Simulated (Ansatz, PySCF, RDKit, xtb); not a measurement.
# C4H7FO2Si: which of the isomers drawn lies lowest?, part 2 of 2

Which of a sample of isomers of C4H7FO2Si is the most stable in the gas at 298.15 K, and what are its properties? The sample is small against all isomers, and the most stable one of this formula need not be in it.

xtb, Ansatz and PySCF; isolated molecules.

## (11) c016d at CCSD(T)/def2-SVP

input.yaml reads:

```yaml
crystal:
  periodic: [false, false, false]
  atoms:
    - {symbol: C, position_ang: [-1.355176, -1.836806, 2.287344]}
    - {symbol: C, position_ang: [-1.226508, -0.892354, 1.531033]}
    - {symbol: C, position_ang: [-3.754087, 0.956180, 0.275691]}
    - {symbol: C, position_ang: [0.358510, 2.176722, 2.110362]}
    - {symbol: F, position_ang: [-0.745524, 0.037506, -1.048931]}
    - {symbol: O, position_ang: [-2.440497, 1.441440, 0.467572]}
    - {symbol: O, position_ang: [0.199940, 1.511825, 0.873596]}
    - {symbol: Si, position_ang: [-1.056446, 0.563422, 0.443846]}
    - {symbol: H, position_ang: [-1.463426, -2.676131, 2.950554]}
    - {symbol: H, position_ang: [-3.928116, 0.684487, -0.779758]}
    - {symbol: H, position_ang: [-3.958544, 0.070839, 0.903890]}
    - {symbol: H, position_ang: [-4.463616, 1.750480, 0.551749]}
    - {symbol: H, position_ang: [0.363011, 1.464860, 2.955198]}
    - {symbol: H, position_ang: [-0.446433, 2.913230, 2.276133]}
    - {symbol: H, position_ang: [1.322385, 2.706706, 2.097705]}
basis:
  gaussian:
    orbitals: def2-SVP
magnetization:
  spin_polarized: false
  initial_magnetization: 0
correlation:
  method: ccsd_t
  frozen_orbitals: {O: 1, H: 0, C: 1, F: 1, Si: 5}
```

The run is started by

```console
$ ansatz run input.yaml --threads 4 --pin off --max-ram 7830MiB --events-out events.jsonl --progress --plain --runs-dir runs
```

Output, cut to the lines that bear on the results:

```text
Warning: RAYON_NUM_THREADS=4 ignored (pool sized by the plan → 4); use --threads N
Functional definition: HF
  name "HF"
[...]
1495 factors; integrals over basis functions are off by at most 1.6e-3 eV
[...]
mean field -18866.48628009 eV, -693.3305826296 hartree, gradient 9.5e-7 eV, S^2 0.000000; 0 other end points of the search recorded, 0 dependent functions left out
12 core orbitals not correlated: weight in the atoms' cores, before any rotation towards them, 1.000 or more for the frozen orbitals, at most 0.000 for the correlated occupied ones
reference -18866.48628009 eV, -693.3305826296 hartree; 23, 23 occupied and 116, 116 virtual orbitals, 1495 factors
second order -31.75871978 eV of doubles, -0.00000000 eV of singles
cycle   1  -32.18859382 eV  change   -4.3e-1 eV  update   1.3e-1
[...]
cycle   9  -33.22864482 eV  change   -1.4e-5 eV  update   2.5e-5
perturbative correction -0.94063591 eV, -0.0345677322 hartree
Total energy: -18900.65556082 eV, -694.5862805358 hartree
```

It took 46 s on 4 threads of Arm Neoverse V1, shared host; peak memory 1.5 GiB.

## (12) Free energies and the winner

Energies in kcal/mol from c173b; G adds the thermal terms to the CCSD(T)/def2-SVP + MP2/def2-TZVPP - MP2/def2-SVP energy. The columns left of the relaxed level are at the tight-binding geometries.

```tsv
label	SMILES	spin	r2SCAN-D4/def2-SVP	B3LYP-D3(BJ)/def2-SVP	HF/def2-SVP	MP2/def2-SVP	CCSD(T)/def2-SVP + MP2/def2-TZVPP - MP2/def2-SVP	G	share at equilibrium	T1
c173b	C=CCC(=O)O[SiH2]F	singlet	0.0	0.0	0.0	0.0	0.0	0.0	75.2 %	0.014
c016d	C#C[Si](F)(OC)OC	singlet	11.2	10.6	6.9	8.1	-0.4	0.7	24.8 %	0.012
c173bt	C=CCC(=O)O[SiH2]F	triplet	98.9	63.0	42.5	68.5	68.8	64.5	< 0.1 %	0.014
```

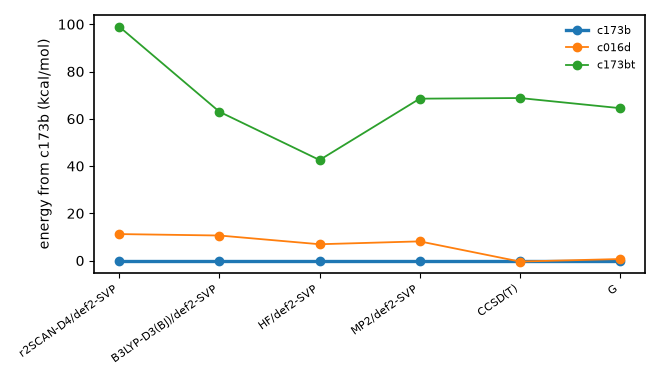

The finalists at each level, measured from c173b.

Lowest found: c173b, `C=CCC(=O)O[SiH2]F`, a singlet. Bond lengths: C1–C2 1.334 Å, C2–C3 1.500 Å, C3–C4 1.511 Å, C4–O6 1.210 Å, C4–O7 1.346 Å, F5–Si8 1.619 Å, O7–Si8 1.709 Å, C1–H9 1.095 Å, C1–H10 1.093 Å, C2–H11 1.095 Å, C3–H12 1.101 Å, C3–H13 1.108 Å, Si8–H14 1.476 Å, Si8–H15 1.476 Å. Some angles: C1–C2–C3 124.4°, C2–C3–C4 113.6°, C3–C4–O6 125.8°, C3–C4–O7 112.9°, O6–C4–O7 121.3°, C4–O7–Si8 116.6°, F5–Si8–O7 102.9°, C1–C2–H11 120.0°, C3–C2–H11 115.6°, C2–C1–H9 121.7°.

```xyz
15

C    -0.5812   -0.0301   -2.0073
C    -0.2348    1.1505   -1.4920
C     0.3096    1.3433   -0.1077
C    -0.3604    2.4632    0.6541
F    -0.0408    3.4898    4.3587
O    -1.1236    3.2785    0.1884
O    -0.0038    2.5011    1.9517
Si   -0.6822    3.7531    2.8961
H    -0.4986   -0.9566   -1.4291
H    -0.9612   -0.1157   -3.0286
H    -0.3429    2.0618   -2.0895
H     0.2510    0.4243    0.4965
H     1.3849    1.6069   -0.1387
H    -0.2164    5.0702    2.4185
H    -2.1458    3.5894    2.9968
```

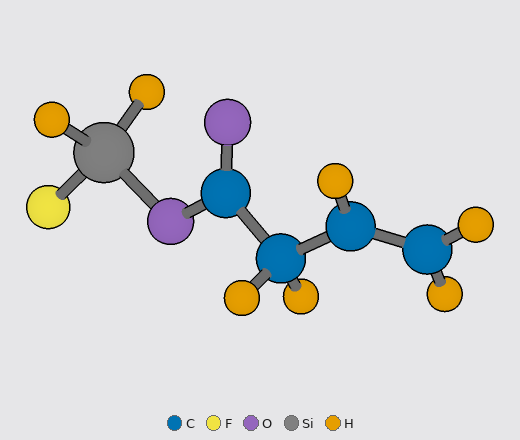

The lowest structure found, seen from a chosen angle (carbon blue, fluorine yellow, oxygen purple, silicon grey, hydrogen amber).

## (13) Density, orbitals and dipole (PBE0/def2-SVPD)

input.yaml reads:

```yaml
crystal:
  periodic: [false, false, false]
  atoms:
    - {symbol: C, position_ang: [-0.581240, -0.030121, -2.007296]}
    - {symbol: C, position_ang: [-0.234842, 1.150536, -1.491979]}
    - {symbol: C, position_ang: [0.309610, 1.343348, -0.107712]}
    - {symbol: C, position_ang: [-0.360376, 2.463204, 0.654149]}
    - {symbol: F, position_ang: [-0.040810, 3.489807, 4.358713]}
    - {symbol: O, position_ang: [-1.123564, 3.278474, 0.188400]}
    - {symbol: O, position_ang: [-0.003784, 2.501093, 1.951659]}
    - {symbol: Si, position_ang: [-0.682163, 3.753094, 2.896091]}
    - {symbol: H, position_ang: [-0.498650, -0.956552, -1.429122]}
    - {symbol: H, position_ang: [-0.961241, -0.115653, -3.028587]}
    - {symbol: H, position_ang: [-0.342914, 2.061774, -2.089520]}
    - {symbol: H, position_ang: [0.250976, 0.424339, 0.496533]}
    - {symbol: H, position_ang: [1.384877, 1.606929, -0.138680]}
    - {symbol: H, position_ang: [-0.216437, 5.070175, 2.418465]}
    - {symbol: H, position_ang: [-2.145793, 3.589375, 2.996813]}
basis:
  gaussian:
    orbitals: def2-SVPD
hamiltonian:
  xc: {name: PBE0}
output: {forces: true, orbitals: {seedname: orbitals}}
```

The run is started by

```console
$ ansatz run input.yaml --threads 4 --pin off --max-ram 7830MiB --events-out events.jsonl --progress --plain --runs-dir runs
```

Output, cut to the lines that bear on the results:

```text
Warning: RAYON_NUM_THREADS=4 ignored (pool sized by the plan → 4); use --threads N
Functional definition: PBE0
  name "PBE0"
[...]
1924 factors; their error is unknown
[...]
mean field -18927.62267919 eV, -695.5773038568 hartree, gradient 6.4e-5 eV, S^2 0.000000; 0 other end points of the search recorded, 0 dependent functions left out
[...]
reference -18927.62272440 eV, -695.5773055183 hartree; 35, 35 occupied and 194, 194 virtual orbitals, 1924 factors
[...]
Atom 10 at    -0.342914     2.061774    -2.089520 Å, force     0.000765    -0.045396     0.010079 eV/Å
Atom 11 at     0.250976     0.424339     0.496533 Å, force    -0.005708     0.049619    -0.041330 eV/Å
Atom 12 at     1.384877     1.606929    -0.138680 Å, force    -0.066617    -0.011694    -0.003765 eV/Å
Atom 13 at    -0.216437     5.070175     2.418465 Å, force     0.035177     0.039145     0.003686 eV/Å
Atom 14 at    -2.145793     3.589375     2.996813 Å, force    -0.040944    -0.019972     0.025783 eV/Å
Dipole moment:     0.119168    -0.183668    -0.170753 e Å
```

Run time: 7.2 s. Hardware: 4 threads of Arm Neoverse V1, shared host; peak memory 0.81 GiB.

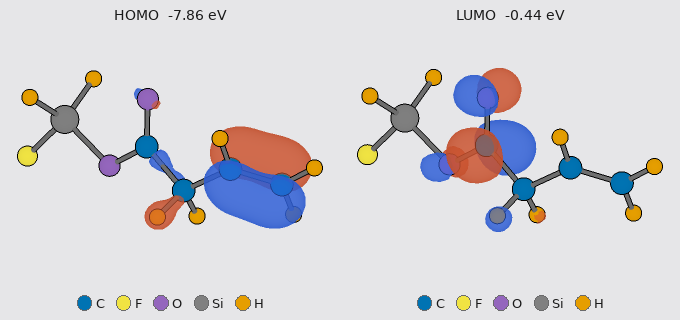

Frontier orbitals of this run, surfaces at ±0.2 Å^-3/2.

## (14) Electronic excitations (TD-PBE0/def2-SVPD)

An in-house driver calls PySCF's response routines at TD-PBE0/def2-SVPD; it has no typed input.

Output:

```text
coarse grid: 13568 points
cycle   1  E = -695.2793308547  dE =  9.684e-01  |g| = 1.005e+00  |ddm| = 5.948e+00
cycle   2  E = -694.9064267918  dE =  3.729e-01  |g| = 1.744e+00  |ddm| = 4.852e+00
cycle   3  E = -695.4603287041  dE = -5.539e-01  |g| = 2.671e-01  |ddm| = 3.305e+00
cycle   4  E = -695.4733269209  dE = -1.300e-02  |g| = 8.472e-02  |ddm| = 3.774e-01
cycle   5  E = -695.4745219826  dE = -1.195e-03  |g| = 2.333e-02  |ddm| = 1.203e-01
cycle   6  E = -695.4746528426  dE = -1.309e-04  |g| = 4.625e-03  |ddm| = 5.268e-02
cycle   7  E = -695.4746565922  dE = -3.750e-06  |g| = 2.284e-03  |ddm| = 9.729e-03
final grid: 128384 points
cycle   8  E = -695.5773384718  dE = -1.234e-05  |g| = 1.214e-02  |ddm| = 1.300e-01
cycle   9  E = -695.5772830885  dE =  5.538e-05  |g| = 2.059e-02  |ddm| = 4.377e-02
cycle  10  E = -695.5773678491  dE = -8.476e-05  |g| = 2.108e-03  |ddm| = 2.849e-02
cycle  11  E = -695.5773687685  dE = -9.194e-07  |g| = 4.068e-04  |ddm| = 3.387e-03
cycle  12  E = -695.5773687985  dE = -3.001e-08  |g| = 1.193e-04  |ddm| = 6.553e-04
cycle  13  E = -695.5773688014  dE = -2.894e-09  |g| = 4.451e-05  |ddm| = 3.170e-04
cycle  14  E = -695.5773688018  dE = -4.643e-10  |g| = 1.255e-05  |ddm| = 8.835e-05
converged SCF energy = -695.5773688018

Static polarisability (au): isotropic 79.725, principal 64.108 71.312 103.755

Singlet excitations
state   eV       nm        f      main configurations
  1   5.8323    212.6   0.00079   H-1->L 0.81, H->L 0.18
  2   6.3469    195.3   0.00546   H->L 0.82, H-1->L 0.18
  3   7.2240    171.6   0.00707   H->L+2 0.66, H->L+3 0.15, H->L+4 0.14
  4   7.3069    169.7   0.12849   H-1->L+1 0.51, H->L+1 0.45
  5   7.4932    165.5   0.01620   H->L+3 0.62, H->L+2 0.20, H-1->L+3 0.09
  6   7.6175    162.8   0.34717   H->L+1 0.40, H-1->L+1 0.39, H-1->L+3 0.12
  7   7.6772    161.5   0.04317   H->L+4 0.33, H-1->L+2 0.20, H-1->L+3 0.12
  8   7.7610    159.8   0.02350   H-1->L+3 0.33, H->L+3 0.19, H->L+4 0.19

Triplet excitations (Tamm-Dancoff, eV): 4.3158 5.2968 6.1689
```

Wall time 18 s (4 threads of Arm Neoverse V1, shared host); peak memory 1.2 GiB.

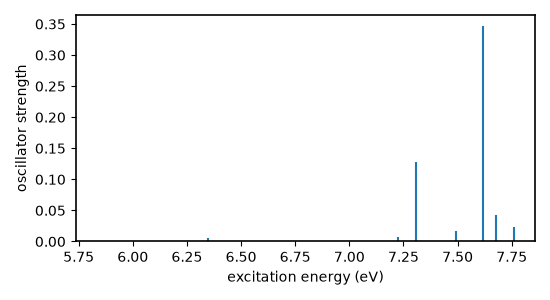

Vertical excitations as sticks.

The roots found:

```tsv
excited state	energy (eV)	strength
1	5.832	0.0008
2	6.347	0.0055
3	7.224	0.0071
4	7.307	0.1285
5	7.493	0.0162
6	7.617	0.3472
7	7.677	0.0432
8	7.761	0.0235
```

## (15) NMR shieldings (GIAO PBE0/pcSseg-1)

An in-house driver calls PySCF's response routines at GIAO PBE0/pcSseg-1; it has no typed input.

Output:

```text
coarse grid: 13568 points
cycle   1  E = -695.6171801487  dE =  1.030e+00  |g| = 1.064e+00  |ddm| = 3.489e+00
cycle   2  E = -695.2416084616  dE =  3.756e-01  |g| = 1.809e+00  |ddm| = 1.940e+00
cycle   3  E = -695.8071297965  dE = -5.655e-01  |g| = 2.867e-01  |ddm| = 1.370e+00
cycle   4  E = -695.8215652060  dE = -1.444e-02  |g| = 8.672e-02  |ddm| = 2.382e-01
cycle   5  E = -695.8227186829  dE = -1.153e-03  |g| = 2.417e-02  |ddm| = 6.254e-02
cycle   6  E = -695.8228499565  dE = -1.313e-04  |g| = 5.244e-03  |ddm| = 2.181e-02
cycle   7  E = -695.8228544594  dE = -4.503e-06  |g| = 2.510e-03  |ddm| = 4.866e-03
final grid: 128384 points
cycle   8  E = -695.8957061908  dE = -1.076e-05  |g| = 1.349e-02  |ddm| = 2.239e-02
cycle   9  E = -695.8956433311  dE =  6.286e-05  |g| = 2.261e-02  |ddm| = 2.391e-02
cycle  10  E = -695.8957396065  dE = -9.628e-05  |g| = 2.379e-03  |ddm| = 1.547e-02
cycle  11  E = -695.8957407037  dE = -1.097e-06  |g| = 4.676e-04  |ddm| = 1.758e-03
cycle  12  E = -695.8957407395  dE = -3.581e-08  |g| = 1.392e-04  |ddm| = 3.676e-04
cycle  13  E = -695.8957407434  dE = -3.904e-09  |g| = 4.752e-05  |ddm| = 1.303e-04
cycle  14  E = -695.8957407439  dE = -5.089e-10  |g| = 1.369e-05  |ddm| = 4.427e-05
converged SCF energy = -695.8957407439

GIAO shielding tensors (ppm)
atom      isotropic    diamagn.    paramagn.     s11        s22        s33       span
  0 C       58.206     256.003    -197.797    -56.615     75.311    155.922    212.537
  1 C       44.563     256.994    -212.432    -78.710     52.543    159.856    238.567
  2 C      142.695     248.337    -105.643    123.447    132.993    171.644     48.197
  3 C        3.797     252.035    -248.238    -98.741     43.064     67.070    165.811
  4 F      362.854     464.916    -102.062    306.763    377.349    404.450     97.687
  5 O     -134.359     399.782    -534.141   -389.026   -260.218    246.168    635.194
  6 O      107.636     398.513    -290.876    -23.121    122.322    223.707    246.828
  7 Si     363.449     875.257    -511.807    338.603    375.273    376.472     37.869
  8 H       25.867      33.005      -7.138     22.570     25.191     29.839      7.268
  9 H       25.760      28.777      -3.016     22.973     24.766     29.542      6.569
 10 H       24.995      30.528      -5.533     23.020     23.841     28.125      5.105
 11 H       28.261      33.305      -5.044     24.524     29.896     30.363      5.839
 12 H       27.972      29.887      -1.915     24.340     28.074     31.502      7.162
 13 H       25.949      25.304       0.645     22.496     24.764     30.588      8.091
 14 H       25.954      27.249      -1.295     22.533     24.784     30.546      8.012
```

It took 9.3 s on 4 threads of Arm Neoverse V1, shared host; peak memory 1.3 GiB.

Isotropic shieldings (absolute, not shifts):

```tsv
atoms	shielding (ppm)
C1	58.2
C2	44.6
C3	142.7
C4	3.8
F5	362.9
O6	-134.4
O7	107.6
Si8	363.4
H9	25.87
H10	25.76
H11	25.00
H12	28.26
H13	27.97
H14	25.95
H15	25.95
```

## (16) The cation at the same geometry (PBE0/def2-SVPD)

Changes to input.yaml since step 13:

```diff
@@ -21,4 +21,7 @@
     orbitals: def2-SVPD
+total_charge: 1
+magnetization:
+  spin_polarized: true
+  initial_magnetization: 1
 hamiltonian:
-  xc: {name: PBE0}
-output: {forces: true, orbitals: {seedname: orbitals}}
+  xc: pbe0
```

The run is started by

```console
$ ansatz run input.yaml --threads 4 --pin off --max-ram 7830MiB --events-out events.jsonl --progress --plain --runs-dir runs
```

Output, cut to the lines that bear on the results:

```text
Warning: RAYON_NUM_THREADS=4 ignored (pool sized by the plan → 4); use --threads N
Functional definition: PBE0
  name "PBE0"
[...]
1924 factors; their error is unknown
[...]
mean field -18917.69316469 eV, -695.2124009295 hartree, gradient 3.1e-5 eV, S^2 0.754625; 5 other end points of the search recorded, 0 dependent functions left out
reference -18917.69321046 eV, -695.2124026112 hartree; 35, 34 occupied and 194, 195 virtual orbitals, 1924 factors
Total energy: -18917.69321046 eV, -695.2124026112 hartree
```

Run time: 18 s. Hardware: 4 threads of Arm Neoverse V1, shared host; peak memory 1 GiB.

Difference from the parent: 9.93 eV.

## (17) The anion at the same geometry (PBE0/def2-SVPD)

Changes to input.yaml since step 16:

```diff
@@ -19,9 +19,6 @@
 basis:
-  gaussian:
-    orbitals: def2-SVPD
-total_charge: 1
-magnetization:
-  spin_polarized: true
-  initial_magnetization: 1
-hamiltonian:
-  xc: pbe0
+  gaussian: {orbitals: def2-SVPD}
+total_charge: -1
+magnetization: {spin_polarized: true, initial_magnetization: 1}
+hamiltonian: {xc: {name: PBE0}}
+scf: {lower_state_search: off}
```

The run is started by

```console
$ ansatz run input.yaml --threads 4 --pin off --max-ram 7830MiB --events-out events.jsonl --progress --plain --runs-dir runs
```

Output, cut to the lines that bear on the results:

```text
Warning: RAYON_NUM_THREADS=4 ignored (pool sized by the plan → 4); use --threads N
Functional definition: PBE0
  name "PBE0"
[...]
1924 factors; their error is unknown
[...]
mean field -18926.32950616 eV, -695.5297806245 hartree, gradient 3.8e-6 eV, S^2 0.752548; 0 other end points of the search recorded, 0 dependent functions left out
reference -18926.32955474 eV, -695.5297824099 hartree; 36, 35 occupied and 193, 194 virtual orbitals, 1924 factors
Total energy: -18926.32955474 eV, -695.5297824099 hartree
Checks for a lower state left out: stability, starts, cluster_reference, orbital_swaps, neighbouring_geometries, increment
```

Run time: 12 s. Hardware: 4 threads of Arm Neoverse V1, shared host; peak memory 1.1 GiB.

Parent less the species with the added electron: -1.29 eV. The extra electron isn't bound at this geometry, so the number measures the basis, not the molecule.

## (18) The triplet at the same geometry (PBE0/def2-SVPD)

Changes to input.yaml since step 17:

```diff
@@ -20,5 +20,3 @@
   gaussian: {orbitals: def2-SVPD}
-total_charge: -1
-magnetization: {spin_polarized: true, initial_magnetization: 1}
-hamiltonian: {xc: {name: PBE0}}
-scf: {lower_state_search: off}
+magnetization: {spin_polarized: true, initial_magnetization: 2}
+hamiltonian: {xc: pbe0}
```

The run is started by

```console
$ ansatz run input.yaml --threads 4 --pin off --max-ram 7830MiB --events-out events.jsonl --progress --plain --runs-dir runs
```

Output, cut to the lines that bear on the results:

```text
Warning: RAYON_NUM_THREADS=4 ignored (pool sized by the plan → 4); use --threads N
Functional definition: PBE0
  name "PBE0"
[...]
1924 factors; their error is unknown
[...]
mean field -18923.36319831 eV, -695.4207708217 hartree, gradient 3.6e-5 eV, S^2 2.008166; 0 other end points of the search recorded, 0 dependent functions left out
reference -18923.36324432 eV, -695.4207725125 hartree; 36, 34 occupied and 193, 195 virtual orbitals, 1924 factors
Total energy: -18923.36324432 eV, -695.4207725125 hartree
```

Wall time 10 s (4 threads of Arm Neoverse V1, shared host); peak memory 1 GiB.

It lies 4.26 eV above the singlet.

## (19) Summary of results

What follows sums up all 2 parts.

| quantity | value |
| --- | --- |
| lowest structure found | C=CCC(=O)O[SiH2]F, singlet |
| next finalist | C#C[Si](F)(OC)OC, singlet, 0.7 kcal/mol higher in G |
| share at equilibrium, among the finalists | 75.2 % |
| funnel | 40 starts, 39 minima at GFN2-xTB, 6 screening runs, 3 relaxed, 3 ranked |
| CPU time of all runs | 45 min |
| dipole moment (PBE0/def2-SVPD) | 1.33 D |
| HOMO energy (PBE0/def2-SVPD) | -7.86 eV |
| LUMO energy (PBE0/def2-SVPD) | -0.44 eV |
| HOMO–LUMO gap (PBE0/def2-SVPD) | 7.42 eV |
| lowest excitation (TD-PBE0/def2-SVPD) | 5.83 eV (f = 0.001) |
| strongest of the states computed, same level | 7.62 eV (f = 0.347) |
| lowest triplet excitation, same level, Tamm-Dancoff | 4.32 eV |
| vertical ionisation energy | 9.93 eV |
| vertical electron affinity | -1.29 eV (unbound: the value depends on the basis) |
| vertical triplet less singlet | +4.26 eV |

**Reading.** The search ends on `C=CCC(=O)O[SiH2]F`. Its margin of 0.7 kcal/mol is inside the likely error of CCSD(T)/def2-SVP + MP2/def2-TZVPP - MP2/def2-SVP with harmonic terms (about 1.5 kcal/mol), so the order of the first two is not settled. The thermal terms turn the order: in electronic energy alone `C#C[Si](F)(OC)OC` is lowest. They come from GFN2-xTB, so the order rests on a rough term. With modes this soft, harmonic terms can't settle so small a difference. r2SCAN-D4/def2-SVP, B3LYP-D3(BJ)/def2-SVP, HF/def2-SVP and MP2/def2-SVP already put its bonding pattern lowest among the structures in one piece. The largest share of the time went into the final energies (51 %). 3 minima inside the window were never screened. Lowest found is not proven lowest: the search is finite, and each finalist counts with one conformer. Only 14 drawn patterns were tried, so whole families of isomers are missing, and the result ranks this sample alone. The lowest isomer need not be the one that is made and kept in a bottle, which depends on barriers.
